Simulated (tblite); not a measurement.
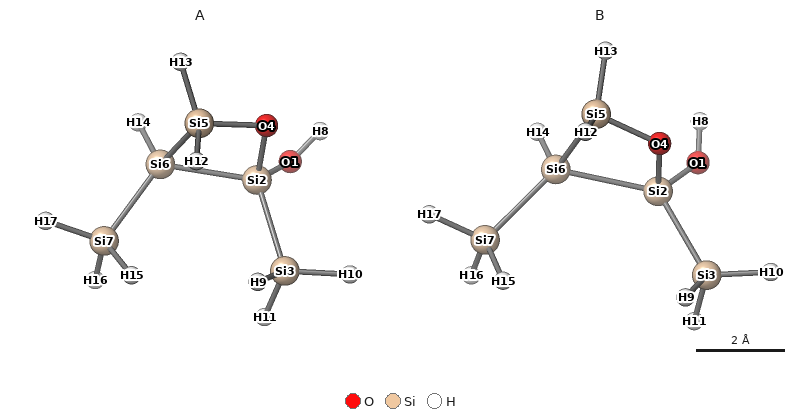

Two geometries of Si₅H₁₀O₂, drawn at one scale. One is the start of a relaxation, the other its converged end. Style: ball-and-stick. Shown face on.

These are results of tblite 0.8.0, GFN2-xTB geometry optimisation, gas phase, not measurements. 

**Which geometry has the lower energy?**

Structure B is the relaxed one. The largest move after the best rigid fit is that of H12, 0.74 Å. By element the largest moves are H 0.74 Å, Si 0.51 Å, O 0.50 Å. Near-neighbour distances that change, for instance: Si2–Si5 2.525 → 2.825 Å, Si2–Si6 2.235 → 2.386 Å, Si5–Si6 2.243 → 2.352 Å, Si6–Si7 2.240 → 2.309 Å. Among the angles between lasting bonds that change: Si2–O4–Si5 98.7° → 116.1°, Si3–Si2–Si6 115.7° → 130.7°, Si5–Si6–Si7 110.2° → 121.4°. Groups turn about O1–Si2 by about 50°, Si2–O4 by about 25°, O4–Si5 by about 20°. The energy falls by 83.4 kJ/mol in 110 geometry steps.
